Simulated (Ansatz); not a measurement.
# Calculations on SiHCl$_{4}$F

Part 1: Relaxation

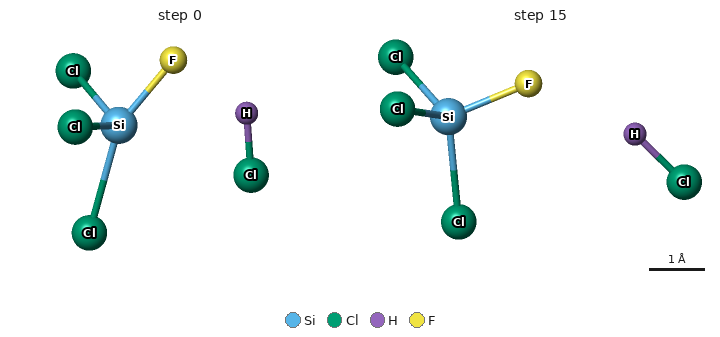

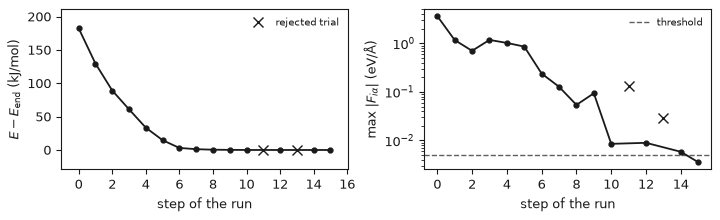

First and last geometry of a relaxation of SiHCl4F (started from a transition state, displaced along its imaginary mode), with the history of the run. A ball-and-stick model, seen at a tilt.

Level of theory: Ansatz 0.2.0, RKS PBE0-D4/def2-TZVP.

Input
```yaml
crystal:
  periodic: [false, false, false]
  atoms:
    - {symbol: Si, position_ang: [-0.498518, -0.076373, -0.101316]}
    - {symbol: Cl, position_ang: [2.083060, -0.169879, 0.068108]}
    - {symbol: Cl, position_ang: [-0.227569, -1.784089, -1.313662]}
    - {symbol: Cl, position_ang: [-1.573151, -0.955172, 1.381371]}
    - {symbol: Cl, position_ang: [-1.303097, 1.142905, -1.512493]}
    - {symbol: H, position_ang: [1.566305, 0.709555, 0.659402]}
    - {symbol: F, position_ang: [-0.046930, 1.133054, 0.818391]}
basis:
  gaussian: {orbitals: def2-TZVP}
hamiltonian: {xc: pbe0, dispersion: d4}
relax: {f_tol: 0.005, max_steps: 200}
```

Launched with:
```bash
ansatz run in.yaml --threads 8 --pin off --events-out ev --progress --plain --max-ram 19148MiB
```

Question: Did the run converge, and what did it change?

Answer: It converged. Over 13 accepted moves (15 points after the start) the energy falls by 182.6 kJ/mol. The largest force component goes from 3.7 to 0.0036 eV/Å. The line search rejected the trial steps at points 11, 13 of the run. The largest move after the best rigid fit is that of Cl2, 1.34 Å. Largest moves by element: Cl 1.34 Å, H 0.65 Å, Si 0.58 Å, F 0.45 Å. Near-neighbour distances that change, for instance: Si1–Cl2 2.589 → 4.474 Å, Cl2–Cl3 3.139 → 4.172 Å, Si1–Cl3 2.112 → 2.009 Å, Cl2–H6 1.179 → 1.281 Å. Among the angles between lasting bonds that change: Cl3–Si1–F7 156.0° → 107.8°, Cl4–Si1–F7 93.3° → 107.8°, Cl3–Si1–Cl4 97.9° → 111.1°. The run took 51 s on 8 threads of Arm Neoverse V1, with other jobs on the host.

Part 2: Relaxation

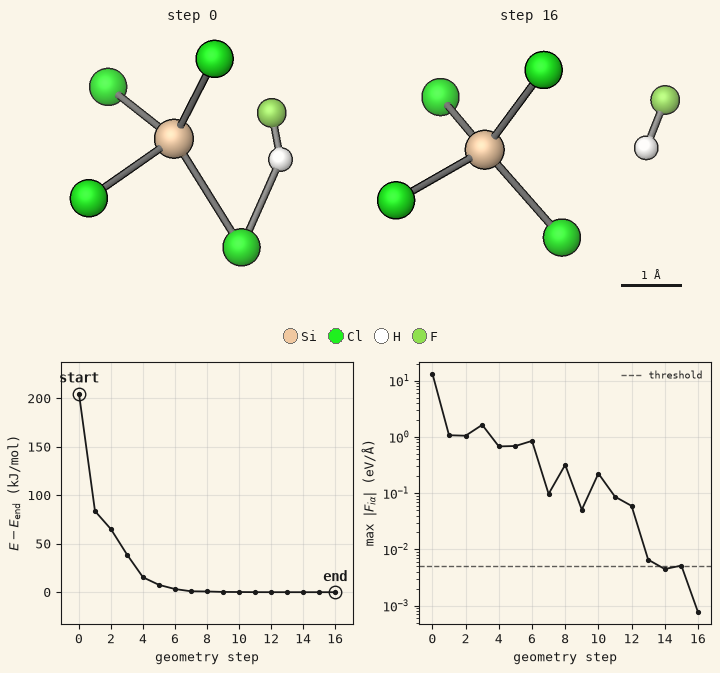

First and last geometry of a relaxation of SiHCl₄F (started from a transition state, displaced along its imaginary mode), with the history of the run. A ball-and-stick model, seen at a tilt.

Level of theory: RKS PBE0-D4/def2-TZVP (Ansatz 0.2.0). Settings: force threshold 0.005 eV/Å; at most 200 steps.

### Read the history and describe the run.

It converged. After 16 geometry steps the energy has fallen by 205.0 kJ/mol. Largest force component: 13 eV/Å at the start, 0.00077 eV/Å at the end. The largest move after the best rigid fit is that of the F atom, 1.16 Å. Largest moves by element: F 1.16 Å, H 0.62 Å, Cl 0.59 Å, Si 0.57 Å. Among the contacts that change: F–Si 2.020 → 3.739 Å, H–Si 2.108 → 3.198 Å, Cl–F 2.413 → 3.235 Å, Cl–H 1.738 → 2.355 Å. Bond angles that change, for instance: Cl–Si–Cl 93.0° → 108.1°, Cl–Si–Cl 120.0° → 108.9°, Cl–Si–Cl 101.9° → 110.2°. Cost: 55 s on 8 threads of Arm Neoverse V1 (shared host).

Part 3: Reaction

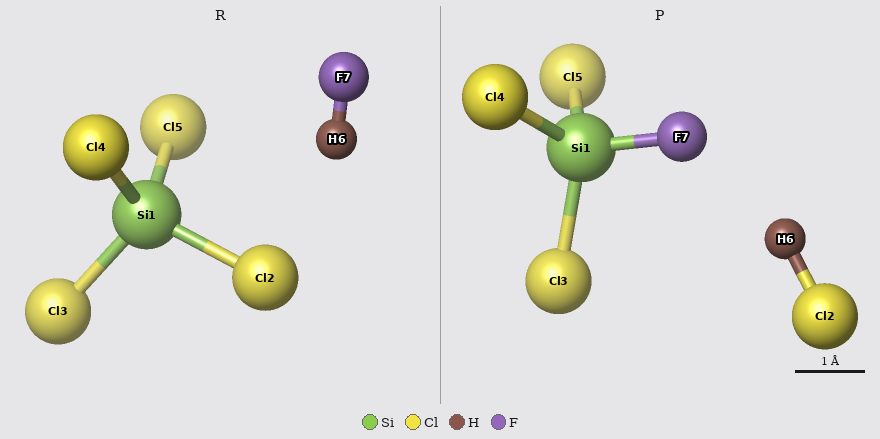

Reactant (R) and product (P) of one elementary step of SiHCl4F. Style: ball-and-stick. Shown at a tilt.

Stationary points at PBE0-D4/def2-TZVP, single-point energies with CAM-B3LYP-D4, RPA@PBE, r2SCAN0-D4 (def2-TZVPP where no basis is named; Ansatz 0.2.0). The energies are electronic, without zero-point or thermal terms, and both ends are the minima reached downhill from the saddle, with any fragments still in contact.

> Predict the saddle point between them and the barrier.

Counted by bonded pieces, R holds HF + SiCl₄ and P holds HCl + SiCl₃F. From R over the saddle to P, bonds form: Si1–F7 (3.74 → 1.80 → 1.58 Å), Cl2–H6 (2.35 → 1.46 → 1.28 Å). Bonds break: Si1–Cl2 (2.04 → 2.39 → 4.47 Å), H6–F7 (0.93 → 1.23 → 2.17 Å). The saddle has one imaginary mode, 643i cm⁻¹. With CAM-B3LYP-D4 the barrier is 138.7 kJ/mol from R and 196.4 kJ/mol from P, and P lies 57.6 kJ/mol below R.

```
       level  barrier from R (kJ/mol)  barrier from P (kJ/mol)  P less R (kJ/mol)
CAM-B3LYP-D4                    138.7                    196.4              −57.6
     RPA@PBE                    145.3                    202.1              −56.8
  r2SCAN0-D4                    136.4                    185.9              −49.5
```

The saddle point in the same view, with dashed sticks for the bonds that form or break:

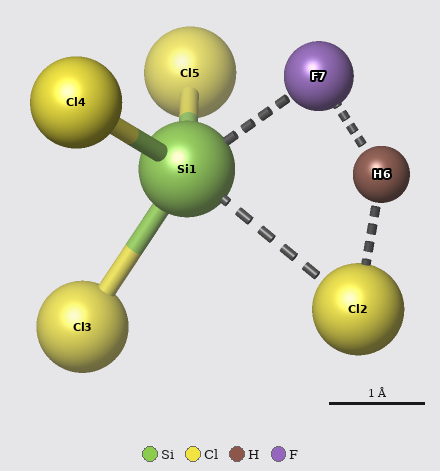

Limits of the set-up: the start holds two separate molecules, 2.4 Å apart at their closest, whose relative position is a soft coordinate.

Part 4: Reaction

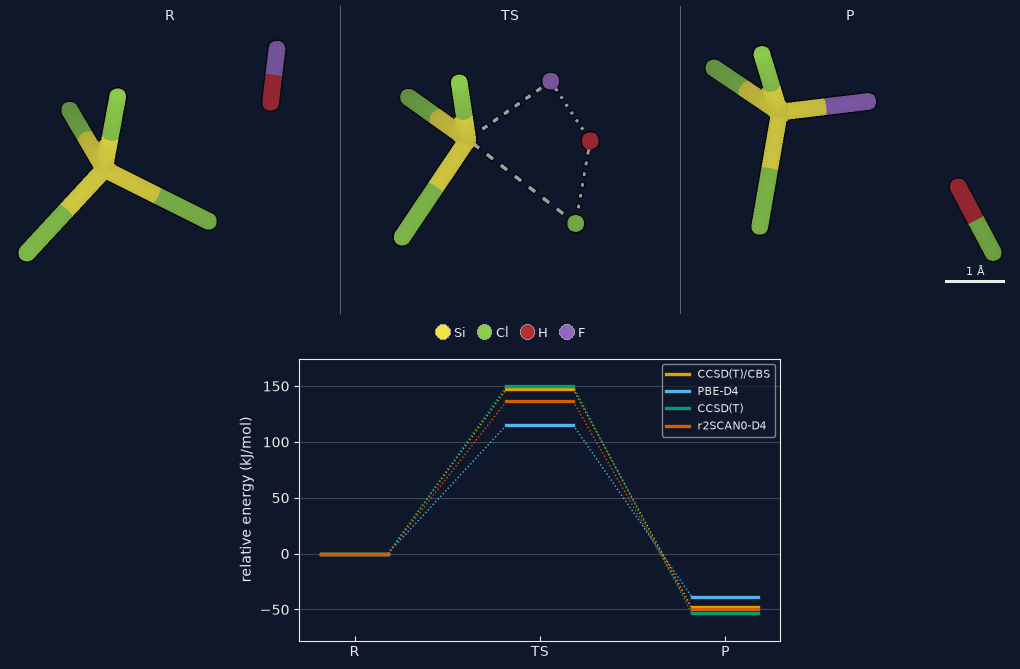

A reaction step of SiHCl4F, with its energy diagram. The picture is a stick view, seen at a tilt. Dashed sticks mark bonds that form or break.

Stationary points at PBE0-D4/def2-TZVP, single-point energies with CCSD(T)/CBS, PBE-D4, CCSD(T), r2SCAN0-D4 (def2-TZVPP where no basis is named; Ansatz 0.2.0). The energies are electronic, without zero-point or thermal terms, and both ends are the minima reached downhill from the saddle, with any fragments still in contact. CCSD(T)/CBS stands for a frozen-core estimate: MP2 correlation extrapolated from def2-TZVPP and def2-QZVPP, CCSD(T) minus MP2 from the smaller set.

Question: What happens, and what does it cost?

Answer: Counted by bonded pieces, R holds HF + SiCl₄ and P holds HCl + SiCl₃F. From R over the saddle to P, bonds form: F–Si (3.74 → 1.80 → 1.58 Å), Cl–H (2.35 → 1.46 → 1.28 Å). Bonds break: Cl–Si (2.04 → 2.39 → 4.47 Å), F–H (0.93 → 1.23 → 2.17 Å). The saddle has one imaginary mode, 643i cm⁻¹. With CCSD(T)/CBS the barrier is 147.4 kJ/mol from R and 195.5 kJ/mol from P, and P lies 48.1 kJ/mol below R.

| level | barrier from R (kJ/mol) | barrier from P (kJ/mol) | P less R (kJ/mol) |
| --- | --- | --- | --- |
| CCSD(T)/CBS | 147.4 | 195.5 | −48.1 |
| PBE-D4 | 115.1 | 153.7 | −38.6 |
| CCSD(T) | 150.1 | 203.4 | −53.4 |
| r2SCAN0-D4 | 136.4 | 185.9 | −49.5 |

Against CCSD(T)/CBS, CCSD(T) comes closest on the barrier from R (+2.7 kJ/mol) and PBE-D4 misses most (−32.3 kJ/mol).

Limits of the set-up: the start holds two separate molecules, 2.4 Å apart at their closest, whose relative position is a soft coordinate.
